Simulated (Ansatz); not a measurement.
Cost and result by functional for the adsorption energy of CO on the 1x1 (0001) surface of hcp Ru, one in a 2x2 cell, started at the site 'top Ru', in Ansatz (plane waves, PAW). Single points on the PBE structure, on one kind of machine; costs are rough ratios of the slab run's core time (references not counted) to the cheapest single point. r2SCAN's cost holds its higher cutoff (500 against 420 eV). Differences are taken against r2SCAN for comparison alone: no measured value is at hand, so the table doesn't rank accuracy.

Set-up: 18 atoms, 6.3 Å thick at the start under the adsorbate (thin: gaps and levels are the slab's own); mesh 6x6x1; 0.1 eV smearing; dipole correction on; 8 atoms held, the rest relaxed; held to the start's symmetry, so lower structures may exist; no spin, no spin-orbit, no U, no dispersion correction. At the end it is bonded to Ru. In PBE it is, or lies within 0.03 eV of, the lowest of the starts that converged. These notes are the PBE run's. Adsorption energies are against CO(g). A negative adsorption energy means that the adsorbate is more stable on the surface than in its reference.

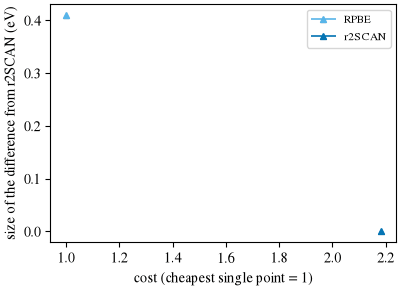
Fig. 1. Difference from r2SCAN against cost

```tsv
functional	relative cost	adsorption energy (eV)	less r2SCAN (eV)
RPBE	1	-1.62	0.41
r2SCAN	2	-2.03	0.00
PBE (the relaxed run's value)	–	-1.90	0.13
```

The values span 0.41 eV, while the single points' costs differ by a factor of roughly 2. Differences are of unrounded values.

Ansatz is an electronic-structure program.
